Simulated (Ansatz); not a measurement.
The figure comes from a scan of Zr (hcp, Mg type): volume and axial ratio are varied about the relaxed values (subscript 0). All values below come from PBE (plane waves to 420 eV, PAW, scalar-relativistic; Ansatz, a program for electronic structure). k mesh 17×17×9 (Γ-centred), Fermi-Dirac smearing 0.05 eV. Compression counts positive. With partly filled bands, the response to shear is sensitive to the k mesh, so small differences along c/a are uncertain. Zr is run without spin polarisation. Zr was relaxed with its symmetry unable to fall. 

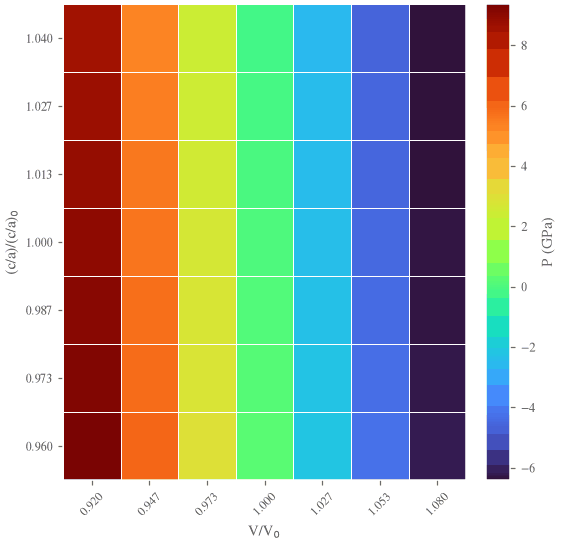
Figure. P (GPa), one tile a computed point.

Q: List the plotted points as numbers.

A: To the nearest 2:

P (GPa), with V/V₀ across and (c/a)/(c/a)₀ down:

| (c/a)/(c/a)₀ \ V/V₀ | 0.920 | 0.947 | 0.973 | 1.000 | 1.027 | 1.053 | 1.080 |
|---|---|---|---|---|---|---|---|
| 0.960 | 10 | 6 | 2 | 0 | -2 | -4 | -6 |
| 0.973 | 10 | 6 | 2 | 0 | -2 | -4 | -6 |
| 0.987 | 10 | 6 | 2 | 0 | -2 | -4 | -6 |
| 1.000 | 8 | 6 | 2 | 0 | -2 | -4 | -6 |
| 1.013 | 8 | 6 | 2 | 0 | -2 | -4 | -6 |
| 1.027 | 8 | 6 | 2 | 0 | -2 | -4 | -6 |
| 1.040 | 8 | 6 | 2 | 0 | -2 | -4 | -6 |

(A scan under strain: stresses follow from slopes of the energy per volume, elastic moduli from its curvatures.)
